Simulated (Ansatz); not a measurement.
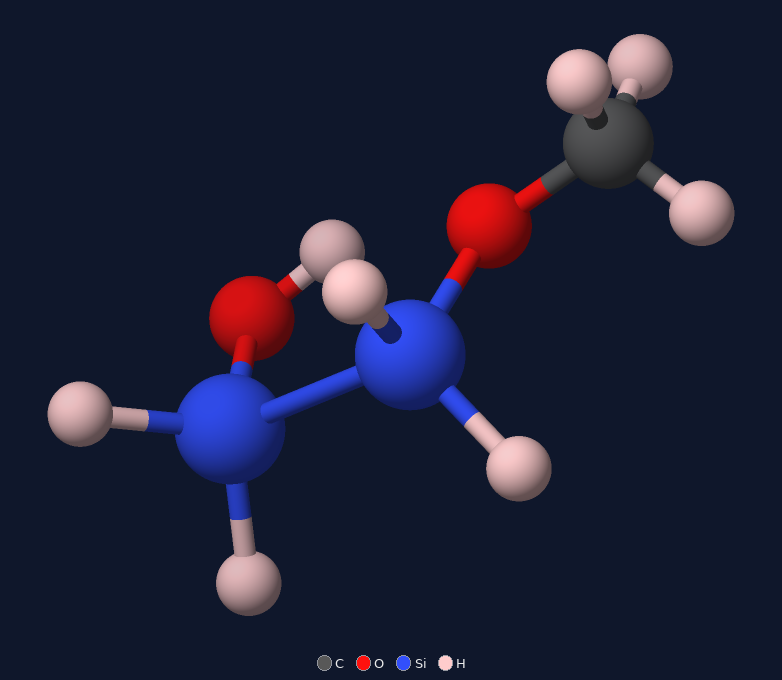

Ball-and-stick drawing of a structure. Every bond is drawn as one stick, whatever its order.

The geometry was computed by an optimisation with PBE0-D4/def2-TZVP.

Identify the structure.

The molecule is CH8O2Si2. As SMILES it reads `CO[SiH2][SiH2]O`. It has no ring. Among its groups: Si–H bond, Si–O bond. Coordination: 1 C tetrahedral; 2 O bent; 2 Si tetrahedral.

The parts below concern this one geometry. Atoms keep their numbers from picture to picture.

**Levels of theory compared**

Program: Ansatz 0.2.0.

Tabulate HOMO energy (eV), HOMO–LUMO gap (eV), dipole (D) at these levels: B3LYP-D4/def2-TZVPP; PBE-D4/def2-TZVPP; r2SCAN-D4/def2-TZVPP; ωB97M-V/def2-TZVPP.

```tsv
level	HOMO energy (eV)	HOMO–LUMO gap (eV)	dipole (D)
B3LYP-D4/def2-TZVPP	−7.74	6.81	2.44
PBE-D4/def2-TZVPP	−6.74	5.12	2.31
r2SCAN-D4/def2-TZVPP	−7.01	5.71	2.38
ωB97M-V/def2-TZVPP	−10.00	10.98	2.45
```

**Vibrations**

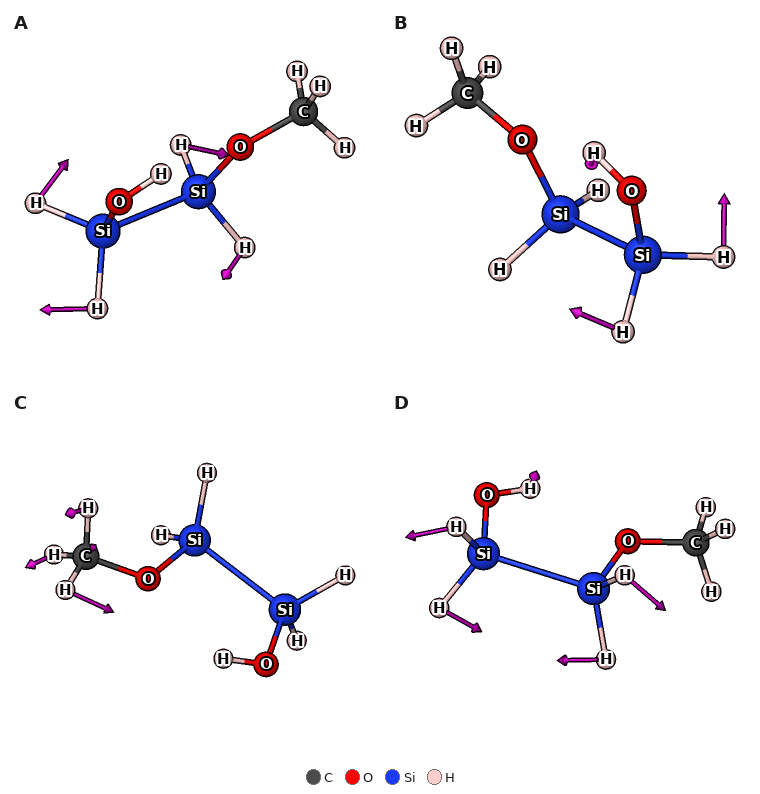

4 normal modes of one molecule or complex, as arrows. Harmonic vibrations computed with RKS PBE0-D4/def2-TZVP (Ansatz 0.2.0) at a stationary point of the same level.

Match the panels to the wavenumbers 388 cm⁻¹, 603 cm⁻¹, 971 cm⁻¹, 1208 cm⁻¹.

A: 603 cm⁻¹, H–Si–Si bending
B: 971 cm⁻¹, H–Si–H bending
C: 1208 cm⁻¹, H–C–O bending
D: 388 cm⁻¹, H–Si–Si bending

**Charges**

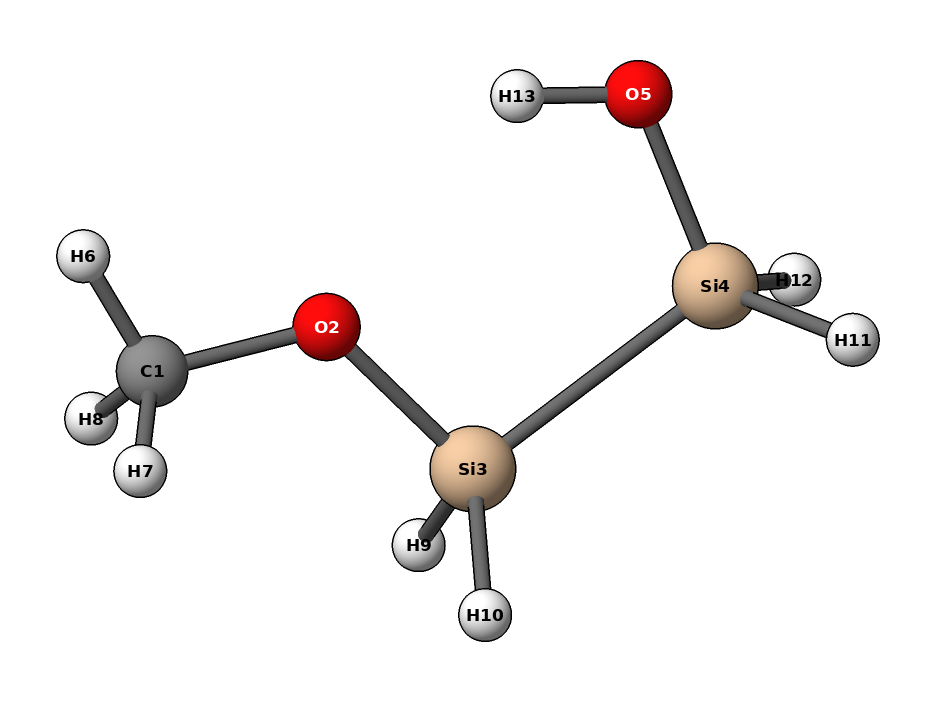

The questions are on Mulliken charges. Properties computed with RKS B3LYP-D4/def2-TZVPP (Ansatz 0.2.0).

List the Mulliken charges.

```tsv
atom	value (e)
C1	−0.13
O2	−0.41
Si3	0.34
Si4	0.43
O5	−0.41
H6	0.11
H7	0.10
H8	0.10
H9	−0.08
H10	−0.08
H11	−0.09
H12	−0.09
H13	0.20
```

Mulliken values depend strongly on the basis set and can even reverse the polarity of a bond.
